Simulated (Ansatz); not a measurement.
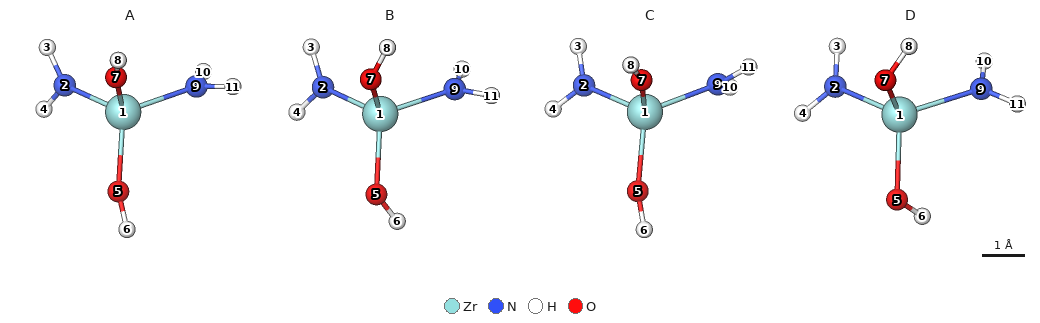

4 geometries from one relaxation of ZrN2H6O2, in shuffled order. A ball-and-stick model, seen from a free direction.

The run prepares the start of a later molecular dynamics calculation, from a guessed geometry.

Theory: RKS BHLYP-D4/def2-SVP (Ansatz). Set-up: no spin polarisation; force threshold 0.02 eV/Å; at most 40 steps.

Order the frames from highest to lowest energy.

Answer. D, B, A, C. They are steps 0, 3, 6, 18, at +1.767 eV, +0.194 eV, +0.020 eV relative to the last. H11 moves most after the best rigid fit: 0.93 Å. By element the largest moves are H 0.93 Å, O 0.44 Å, N 0.22 Å, Zr 0.18 Å. Near-neighbour distances that change, for instance: Zr1–N2 2.210 → 2.047 Å, Zr1–O5 2.070 → 1.933 Å, O5–H6 1.010 → 0.948 Å, N2–H3 1.060 → 1.011 Å. Bond angles that change, for instance: Zr1–O7–H8 109.5° → 166.5°, Zr1–O5–H6 109.5° → 165.1°, H10–N9–H11 120.0° → 108.2°. Groups turn about Zr1–N9 by about 55°. The energy falls by 1.767 eV in 16 accepted moves (18 points after the start). Largest force component: 2.8 eV/Å at the start, 0.019 eV/Å at the end. The line search rejected the trial steps at points 8, 10 of the run. The forces were under the threshold at step 15, but the run went on from there. The run took 2.2 min on 2 threads of Arm Neoverse N1, with other jobs on the host, peak memory 0.28 GiB.
